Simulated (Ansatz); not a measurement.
The reference is NaI in the rock salt structure (space group Fm-3m, No. 225; a = 6.402 Å).

Structures relaxed with PBEsol in Ansatz (plane waves to 420 eV, PAW, no spin-orbit coupling).

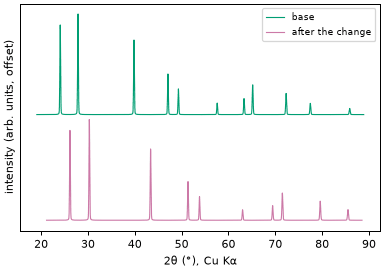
*Simulated powder patterns before (top) and after one change*

Task: Name the change that was made.
A. pressure 5 GPa
B. pressure 10 GPa
C. pressure −2 GPa
D. pressure 7.5 GPa

Result: D, pressure 7.5 GPa. Its volume per atom is 25.69 Å³ against 32.80 Å³, and its space group is Fm-3m (No. 225).

Load acts through the strain it causes; cell and atoms are relaxed under it. Stability against distortions was not tested. No other phases were tried under pressure.

Ansatz is a quantum-chemistry and plane-wave program.
